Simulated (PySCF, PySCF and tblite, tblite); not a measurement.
# C₇H₆F₂: a path driven as ring inversion, and NMR exchange

How fast is ring inversion in C₇H₆F₂ (`FC1=CC=CC=C(F)C1`), and when do the exchanging lines merge?

Computed with tblite 0.8.0 (tight binding) and PySCF 2.14.0 (DFT, with response routines of our own); each step states its level. Atoms count from 0 throughout.

## (1) The molecule as given

15 atoms, charge 0, multiplicity 1; geometry from: force field or distance geometry start.

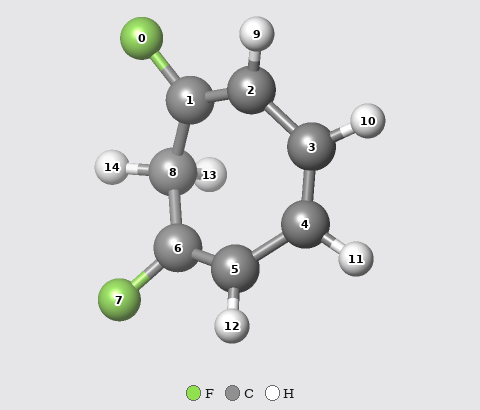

The starting geometry (fluorine green, carbon grey, hydrogen white), atoms numbered.

## (2) GFN2-xTB relaxation, start minimum

The job: settings as JSON, then the geometry in Å.

```
{"job": {"xc": "GFN2-xTB", "basis": "xTB", "kind": "relax"}, "charge": 0, "multiplicity": 1}
F     -1.230100    -2.444200    -0.841800
C     -0.619700    -1.366600    -0.300400
C      0.729300    -1.447700    -0.180500
C      1.583800    -0.440800     0.396700
C      1.388700     0.876800     0.422500
C      0.269500     1.591700    -0.164000
C     -0.982800     1.143500    -0.275800
F     -1.883500     1.998800    -0.803700
C     -1.475900    -0.221700     0.132400
H      1.206600    -2.353800    -0.521500
H      2.495600    -0.841500     0.848400
H      2.150000     1.506300     0.869200
H      0.477600     2.609900    -0.479100
H     -1.647100    -0.252300     1.210800
H     -2.466300    -0.350500    -0.335100
```

Started as:

```console
$ OMP_NUM_THREADS=1 python ens_run.py task.json out
```

The driver reads the study from task.json and runs its stages one after another.

Log:

```text
step      E/eV     max force
  0    -747.05598    1.969
  1    -747.09651    1.442
  2    -747.12367    0.470
  3    -747.13939    0.375
  4    -747.15714    0.486
  5    -747.16304    0.234
  6    -747.16850    0.208
  7    -747.17314    0.296
  8    -747.17819    0.290
  9    -747.18175    0.151
 10    -747.18468    0.160
 11    -747.18824    0.251
 12    -747.19308    0.316
 13    -747.19807    0.296
 14    -747.20140    0.159
 15    -747.20289    0.111
 16    -747.20393    0.102
 17    -747.20553    0.102
 18    -747.20709    0.109
 19    -747.20839    0.107
 20    -747.20947    0.097
 21    -747.21063    0.089
 22    -747.21189    0.096
 23    -747.21329    0.104
 24    -747.21509    0.113
 25    -747.21779    0.165
 26    -747.22171    0.163
 27    -747.22628    0.172
 28    -747.23044    0.153
 29    -747.23371    0.143
 30    -747.23592    0.119
 31    -747.23707    0.075
 32    -747.23763    0.057
 33    -747.23799    0.056
 34    -747.23825    0.045
 35    -747.23853    0.030
 36    -747.23867    0.023
 37    -747.23876    0.020
 38    -747.23879    0.011
 39    -747.23880    0.009
 40    -747.23882    0.008
 41    -747.23883    0.011
 42    -747.23885    0.011
 43    -747.23886    0.011
 44    -747.23888    0.010
 45    -747.23889    0.007
 46    -747.23890    0.006
 47    -747.23890    0.006
 48    -747.23891    0.005
 49    -747.23891    0.004
 50    -747.23891    0.002
```

Run time: 0.33 s. Hardware: 1 thread of AMD EPYC 7B13, shared host.

The energy fell by 0.183 eV, and the atoms moved 0.20 Å (root mean square).

## (3) Relaxed scan, ring torsion 1 driven

The job: settings as JSON, then the geometry in Å.

```
{"job": {"xc": "GFN2-xTB", "basis": "xTB", "coordinate": [["t", [1, 2, 3, 4], 1.0]], "kind": "drive"}, "charge": 0, "multiplicity": 1}
F     -1.286886    -2.179473    -1.125595
C     -0.614859    -1.288739    -0.364987
C      0.703507    -1.420200    -0.195159
C      1.526261    -0.461379     0.486155
C      1.330164     0.873329     0.497638
C      0.264873     1.566527    -0.169520
C     -0.960508     1.064605    -0.344988
F     -1.862248     1.737486    -1.091744
C     -1.458440    -0.215683     0.245238
H      1.192259    -2.295693    -0.598812
H      2.433960    -0.851900     0.925632
H      2.088600     1.500920     0.945368
H      0.480163     2.552488    -0.556558
H     -1.333548    -0.206479     1.331670
H     -2.507710    -0.367819    -0.006252
```

Log:

```text
point  coordinate     E/eV
  0    -20.300     -747.21039
  1     -7.600     -747.13447
  2      5.300     -747.02071
  3     20.300     -747.21095
  4     32.900     -747.23763
```

Run time: 1.4 s. Hardware: 1 thread of AMD EPYC 7B13, shared host.

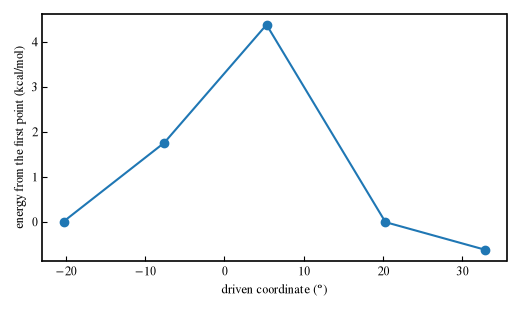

Energy along the scan.

## (4) Nudged elastic band, leg 1

Changed since step 3:

```diff
@@ -1,2 +1,2 @@
-{"job": {"xc": "GFN2-xTB", "basis": "xTB", "coordinate": [["t", [1, 2, 3, 4], 1.0]], "kind": "drive"}, "charge": 0, "multiplicity": 1}
+{"job": {"xc": "GFN2-xTB", "basis": "xTB", "kind": "neb"}, "charge": 0, "multiplicity": 1}
 F     -1.286886    -2.179473    -1.125595
```

Log:

```text
image   E - E0 / eV
  0       0.0000
  1       0.0475
  2       0.1460
  3       0.2109
  4       0.1722
  5       0.0628
  6       0.0000
```

It took 2 s on 1 thread of AMD EPYC 7B13, shared host.

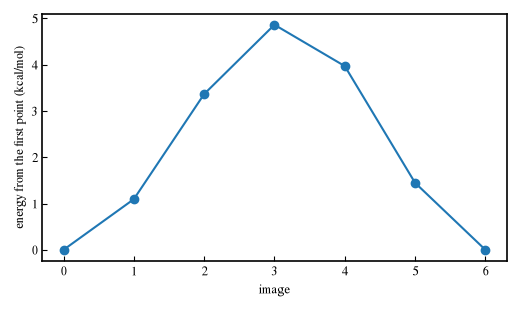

Energy along the band.

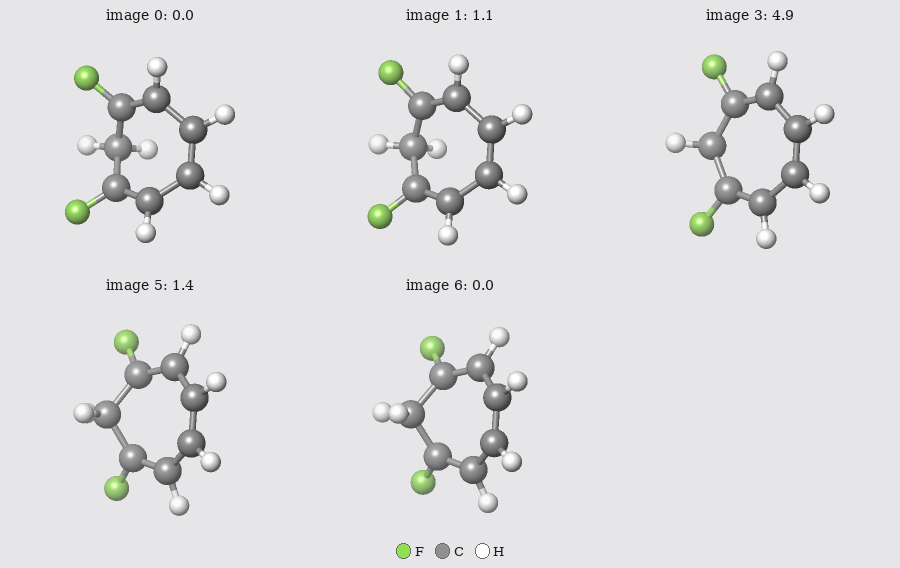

Images along the band, with energies in kcal/mol.

## (5) Saddle search, leg 1

The job: settings as JSON, then the geometry in Å.

```
{"job": {"xc": "GFN2-xTB", "basis": "xTB", "kind": "saddle"}, "charge": 0, "multiplicity": 1}
F     -1.284991    -2.535563    -0.261655
C     -0.592520    -1.373657    -0.121573
C      0.725146    -1.480586     0.024744
C      1.698053    -0.432217     0.214917
C      1.497798     0.893092     0.251505
C      0.265471     1.622994     0.077757
C     -0.961685     1.151104    -0.123694
F     -1.947968     2.070334    -0.300204
C     -1.546971    -0.223601    -0.176574
H      1.118555    -2.489086     0.016884
H      2.711838    -0.786960     0.340489
H      2.361330     1.524530     0.407934
H      0.357233     2.700961     0.103194
H     -2.267860    -0.325775     0.648661
H     -2.133431    -0.315570    -1.102385
```

Log:

```text
step      E/eV     max force
  0    -747.02797   0.0441
  1    -747.02885   0.0696
  2    -747.02907   0.0093
  3    -747.02905   0.0022
lowest wavenumbers (cm-1): -84.1 138.2 262.6 292.0 342.0 373.6
```

It took 2 s on 1 thread of AMD EPYC 7B13, shared host.

Point group C2v; 1 imaginary mode, 84i cm⁻¹, carried by C8, H14, H13, F0. Steps downhill from it reached both ends.

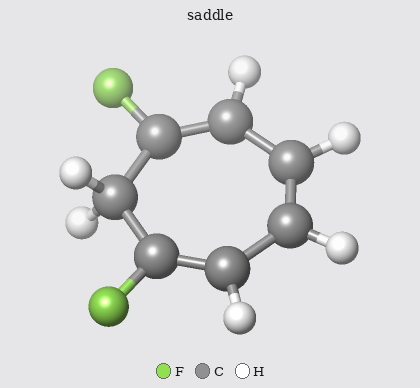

The saddle point.

## (6) Shieldings, start: PBE0/pcSseg-1

The job: settings as JSON, then the geometry in Å.

```
{"job": {"kind": "nmr", "xc": "PBE0", "basis": "pcSseg-1", "pop": false}, "charge": 0, "multiplicity": 1}
F     -1.286886    -2.179473    -1.125595
C     -0.614859    -1.288739    -0.364987
C      0.703507    -1.420200    -0.195159
C      1.526261    -0.461379     0.486155
C      1.330164     0.873329     0.497638
C      0.264873     1.566527    -0.169520
C     -0.960508     1.064605    -0.344988
F     -1.862248     1.737486    -1.091744
C     -1.458440    -0.215683     0.245238
H      1.192259    -2.295693    -0.598812
H      2.433960    -0.851900     0.925632
H      2.088600     1.500920     0.945368
H      0.480163     2.552488    -0.556558
H     -1.333548    -0.206479     1.331670
H     -2.507710    -0.367819    -0.006252
```

Log:

```text
coarse grid: 13496 points
cycle   1  E = -469.2723698674  dE =  1.561e+00  |g| = 6.754e-01  |ddm| = 3.715e+00
cycle   2  E = -469.1519779795  dE =  1.204e-01  |g| = 1.024e+00  |ddm| = 1.206e+00
cycle   3  E = -469.3565212245  dE = -2.045e-01  |g| = 1.484e-01  |ddm| = 8.228e-01
cycle   4  E = -469.3619055480  dE = -5.384e-03  |g| = 5.647e-02  |ddm| = 2.026e-01
cycle   5  E = -469.3625674436  dE = -6.619e-04  |g| = 1.806e-02  |ddm| = 5.724e-02
cycle   6  E = -469.3626306965  dE = -6.325e-05  |g| = 3.934e-03  |ddm| = 1.937e-02
cycle   7  E = -469.3626342256  dE = -3.529e-06  |g| = 4.196e-04  |ddm| = 3.955e-03
final grid: 133896 points
cycle   8  E = -469.4295594145  dE = -4.631e-05  |g| = 7.916e-03  |ddm| = 3.520e-02
cycle   9  E = -469.4295497477  dE =  9.667e-06  |g| = 1.109e-02  |ddm| = 1.569e-02
cycle  10  E = -469.4295740188  dE = -2.427e-05  |g| = 1.381e-03  |ddm| = 9.375e-03
cycle  11  E = -469.4295743279  dE = -3.091e-07  |g| = 2.206e-04  |ddm| = 1.224e-03
cycle  12  E = -469.4295743359  dE = -8.030e-09  |g| = 4.339e-05  |ddm| = 2.275e-04
cycle  13  E = -469.4295743363  dE = -3.644e-10  |g| = 1.716e-05  |ddm| = 6.594e-05
converged SCF energy = -469.4295743363

GIAO shielding tensors (ppm)
atom      isotropic    diamagn.    paramagn.     s11        s22        s33       span
  0 F      262.404     474.291    -211.887    145.746    302.240    339.227    193.481
  1 C       31.899     253.389    -221.490    -31.826     21.753    105.770    137.596
  2 C       75.038     256.657    -181.619    -14.010     82.709    156.415    170.425
  3 C       57.587     255.100    -197.514    -48.676     53.728    167.708    216.383
  4 C       57.589     255.095    -197.507    -48.678     53.735    167.708    216.387
  5 C       75.035     256.654    -181.619    -14.027     82.712    156.421    170.448
  6 C       31.889     253.388    -221.499    -31.848     21.729    105.786    137.634
  7 F      262.398     474.288    -211.890    145.683    302.269    339.243    193.560
  8 C      149.691     251.228    -101.536    133.746    153.651    161.677     27.932
  9 H       25.333      29.982      -4.649     22.092     25.489     28.419      6.327
 10 H       25.079      30.057      -4.978     21.941     25.970     27.325      5.385
 11 H       25.079      30.056      -4.977     21.940     25.971     27.327      5.387
 12 H       25.334      29.980      -4.647     22.092     25.488     28.421      6.329
 13 H       29.406      29.890      -0.485     25.099     26.172     36.946     11.848
 14 H       28.130      29.088      -0.958     23.085     28.067     33.237     10.152
```

Run time: 21 s. Hardware: 1 thread of AMD EPYC 7B13, shared host; peak memory 0.83 GiB.

This run: HOMO -6.56 eV, LUMO -1.02 eV; dipole 1.80 D.

## (7) Shieldings, saddle of leg 1: PBE0/pcSseg-1

The job: settings as JSON, then the geometry in Å.

```
{"job": {"kind": "nmr", "xc": "PBE0", "basis": "pcSseg-1", "pop": false}, "charge": 0, "multiplicity": 1}
F     -1.285366    -2.540061    -0.235335
C     -0.594996    -1.374663    -0.114509
C      0.720465    -1.478580     0.052833
C      1.699843    -0.430696     0.207907
C      1.505806     0.895888     0.219461
C      0.267032     1.621876     0.079210
C     -0.963897     1.148453    -0.093721
F     -1.959202     2.069257    -0.198297
C     -1.546082    -0.224365    -0.206092
H      1.111814    -2.487312     0.076179
H      2.712646    -0.789542     0.328579
H      2.373720     1.527650     0.348755
H      0.353215     2.699894     0.120029
H     -2.309458    -0.342405     0.577392
H     -2.085542    -0.295394    -1.162391
```

Log:

```text
coarse grid: 13496 points
cycle   1  E = -469.2644870674  dE =  1.529e+00  |g| = 6.848e-01  |ddm| = 3.877e+00
cycle   2  E = -469.1317686565  dE =  1.327e-01  |g| = 1.057e+00  |ddm| = 1.307e+00
cycle   3  E = -469.3536467803  dE = -2.219e-01  |g| = 1.314e-01  |ddm| = 8.634e-01
cycle   4  E = -469.3577080718  dE = -4.061e-03  |g| = 5.721e-02  |ddm| = 1.833e-01
cycle   5  E = -469.3584140231  dE = -7.060e-04  |g| = 1.761e-02  |ddm| = 5.882e-02
cycle   6  E = -469.3584756222  dE = -6.160e-05  |g| = 3.869e-03  |ddm| = 1.883e-02
cycle   7  E = -469.3584791086  dE = -3.486e-06  |g| = 4.473e-04  |ddm| = 3.871e-03
final grid: 133896 points
cycle   8  E = -469.4256745499  dE = -4.264e-05  |g| = 8.168e-03  |ddm| = 4.205e-02
cycle   9  E = -469.4256633786  dE =  1.117e-05  |g| = 1.170e-02  |ddm| = 1.710e-02
cycle  10  E = -469.4256899593  dE = -2.658e-05  |g| = 1.398e-03  |ddm| = 9.703e-03
cycle  11  E = -469.4256902876  dE = -3.283e-07  |g| = 2.129e-04  |ddm| = 1.336e-03
cycle  12  E = -469.4256902939  dE = -6.317e-09  |g| = 8.605e-05  |ddm| = 2.314e-04
cycle  13  E = -469.4256902953  dE = -1.370e-09  |g| = 4.879e-05  |ddm| = 1.143e-04
cycle  14  E = -469.4256902959  dE = -6.351e-10  |g| = 6.352e-06  |ddm| = 4.598e-05
converged SCF energy = -469.4256902959

GIAO shielding tensors (ppm)
atom      isotropic    diamagn.    paramagn.     s11        s22        s33       span
  0 F      256.247     480.787    -224.540    172.588    278.899    317.255    144.667
  1 C       17.503     255.996    -238.493    -74.357     58.419     68.447    142.804
  2 C       73.406     254.934    -181.527    -17.379     90.677    146.921    164.300
  3 C       60.288     255.686    -195.397    -49.441     69.845    160.461    209.902
  4 C       60.290     255.685    -195.395    -49.439     69.849    160.460    209.899
  5 C       73.406     254.934    -181.528    -17.380     90.676    146.923    164.303
  6 C       17.501     255.996    -238.495    -74.355     58.419     68.439    142.794
  7 F      256.242     480.786    -224.544    172.581    278.915    317.230    144.649
  8 C      145.960     247.635    -101.675    122.570    146.200    169.111     46.540
  9 H       25.880      29.487      -3.607     23.735     24.916     28.990      5.256
 10 H       26.211      29.985      -3.774     24.211     26.004     28.416      4.205
 11 H       26.211      29.985      -3.774     24.211     26.004     28.416      4.205
 12 H       25.880      29.487      -3.607     23.735     24.916     28.990      5.256
 13 H       27.660      27.745      -0.084     24.358     27.612     31.011      6.653
 14 H       27.664      27.743      -0.080     24.360     27.617     31.014      6.654
```

Run time: 26 s. Hardware: 1 thread of AMD EPYC 7B13, shared host; peak memory 0.78 GiB.

In short: HOMO -6.15 eV, LUMO -1.71 eV; dipole 1.11 D.

Orbitals, density, ELF and potential are computed afterwards from the orbital file.

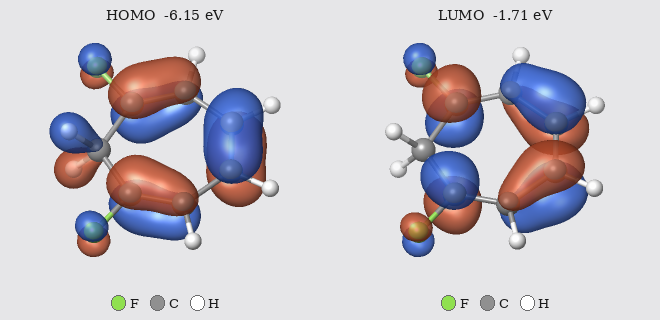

Frontier orbitals at PBE0/pcSseg-1; each surface holds 70 % of the orbital's density, blue and red mark the sign.

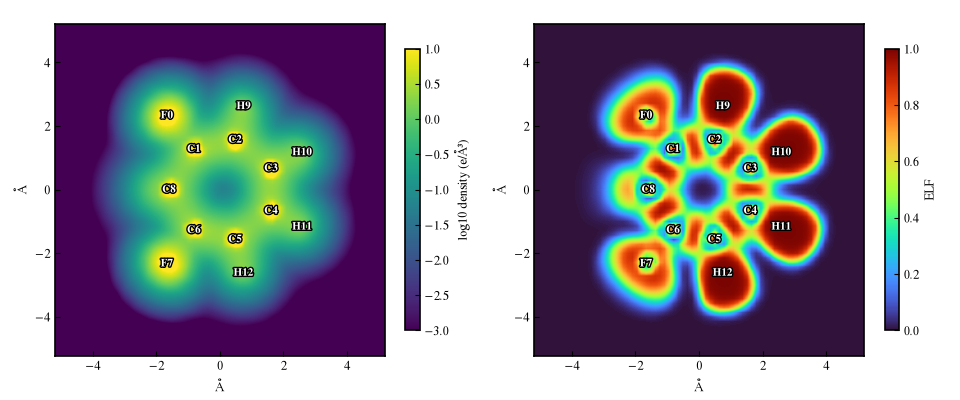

Density (left) and ELF (right) in a plane through or near 13 of the atoms.

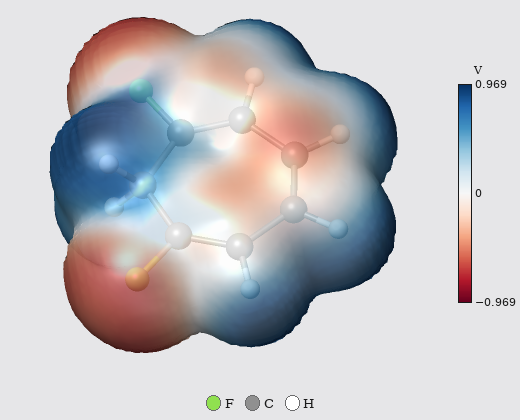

The potential that a unit positive charge feels on the 0.002 e/bohr³ surface, from -0.66 V near F0 to 0.97 V near H9.

## (8) Barriers, rates and exchange

The job: settings as JSON, then the geometry in Å.

```
{"job": {"smiles": "FC1=CC=CC=C(F)C1", "charge": 0, "mult": 1, "motion": "ring", "what": "7-membered ring", "atoms": [1, 2, 3, 4, 5, 6, 8], "ring": [1, 2, 3, 4, 5, 6, 8], "study": "path", "level": {"kind": "nmr", "xc": "PBE0", "basis": "pcSseg-1"}, "fields": [360, 400, 500], "first": 0, "seed": 566, "kind": "path"}, "charge": 0, "multiplicity": 1}
F     -1.286886    -2.179473    -1.125595
C     -0.614859    -1.288739    -0.364987
C      0.703507    -1.420200    -0.195159
C      1.526261    -0.461379     0.486155
C      1.330164     0.873329     0.497638
C      0.264873     1.566527    -0.169520
C     -0.960508     1.064605    -0.344988
F     -1.862248     1.737486    -1.091744
C     -1.458440    -0.215683     0.245238
H      1.192259    -2.295693    -0.598812
H      2.433960    -0.851900     0.925632
H      2.088600     1.500920     0.945368
H      0.480163     2.552488    -0.556558
H     -1.333548    -0.206479     1.331670
H     -2.507710    -0.367819    -0.006252
```

Log:

```text
stationary points (kcal/mol above the start)
  n  kind          group   xTB      DFT    lowest mode
  0  minimum      Cs       0.00     0.00     104.3
  1  saddle       C2v      4.84     2.76     -84.1
  2  minimum      Cs       0.00     0.00     104.3

GFN2-xTB energies: T/K, barrier G, reaction G (kcal/mol), k forward, k back (1/s)
 150.00     4.86     0.00   2.62e+05   2.63e+05
 200.00     4.93     0.00   1.69e+07   1.69e+07
 250.00     5.03     0.00    2.1e+08    2.1e+08
 298.15     5.13     0.00   1.08e+09   1.08e+09
 350.00     5.25     0.00   3.84e+09   3.84e+09
 400.00     5.38     0.00   9.58e+09   9.59e+09
 500.00     5.67     0.00   3.47e+10   3.47e+10

PBE0/pcSseg-1 + D3(BJ) energies: T/K, barrier G, reaction G (kcal/mol), k forward, k back (1/s)
 150.00     2.78     0.00   2.82e+08   2.83e+08
 200.00     2.85     0.00   3.17e+09   3.18e+09
 250.00     2.95     0.00   1.38e+10   1.39e+10
 298.15     3.05     0.00   3.62e+10   3.63e+10
 350.00     3.17     0.00   7.64e+10   7.65e+10
 400.00     3.30     0.00   1.31e+11   1.31e+11
 500.00     3.59     0.00   2.81e+11   2.82e+11
```

Wall time 56 s (1 thread of AMD EPYC 7B13, shared host); peak memory 0.83 GiB. This counts the whole study up to here.

Barriers by level (kcal/mol; entropies in cal/(mol K)). Zero-point and thermal terms come from xTB in every row. ΔG‡ leaves symmetry out; the rate counts one path; effective ΔG‡, where given, is the barrier that would give that rate by Eyring's equation alone:

```tsv
level	ΔE‡	with zero-point	ΔH‡	ΔS‡	ΔG‡ (298 K)	ΔE of reaction	k at 298 K (1/s)	effective ΔG‡
GFN2-xTB	4.84	4.76	4.34	-2.6	5.13	0.00	1.1e+09	5.13
PBE0/pcSseg-1 + D3(BJ)	2.76	2.67	2.26	-2.6	3.05	0.00	3.6e+10	3.05
```

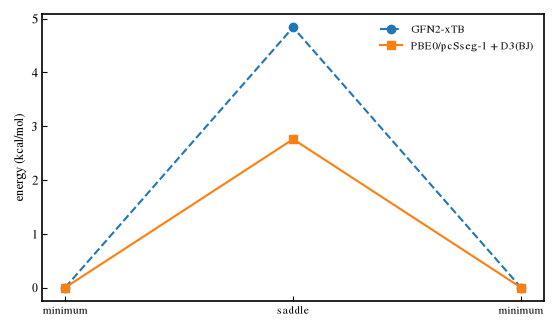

The xTB stationary points, at both levels.

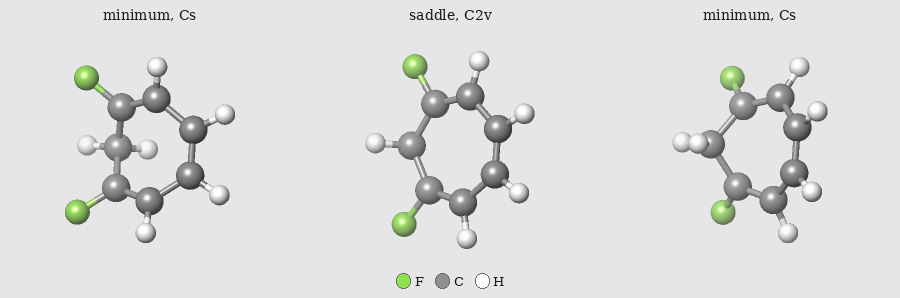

The stationary points in order.

Sites that the driver pairs across this motion, and where their lines would merge (no couplings; faster rotations, inversion at nitrogen or exchange between molecules can average them sooner):

```tsv
nucleus	sites: shielding (ppm)	proton frequency (MHz)	spread (Hz)	coalescence (K)	lines at 298 K
1H	H13: 29.41; H14: 28.13	360	459	64	1
1H	H13: 29.41; H14: 28.13	400	510	65	1
1H	H13: 29.41; H14: 28.13	500	638	66	1
```

## (9) Summary of results

| quantity | value |
| --- | --- |
| barrier (PBE0/pcSseg-1 + D3(BJ)) | ΔE‡ 2.8, ΔG‡(298 K) 3.0 kcal/mol |
| barrier (GFN2-xTB) | ΔE‡ 4.8 kcal/mol |
| rate at 298 K | 3.6e+10 s⁻¹ |
| end of the path | the start, renumbered or mirrored |
| coalescence of 1H H13 | 66 K at 500 MHz |

What this shows: The barrier is 2.8 kcal/mol at the DFT level (xTB: 4.8); with thermal terms and the count of paths the DFT value gives a rate of 3.6e+10 s⁻¹ at 298 K. An error of 1.4 kcal/mol changes that rate tenfold. The 1H lines of H13 and its partners, 638 Hz apart at 500 MHz, merge at 66 K, so by this path alone the exchange at 298 K is fast for them; other paths were not followed.
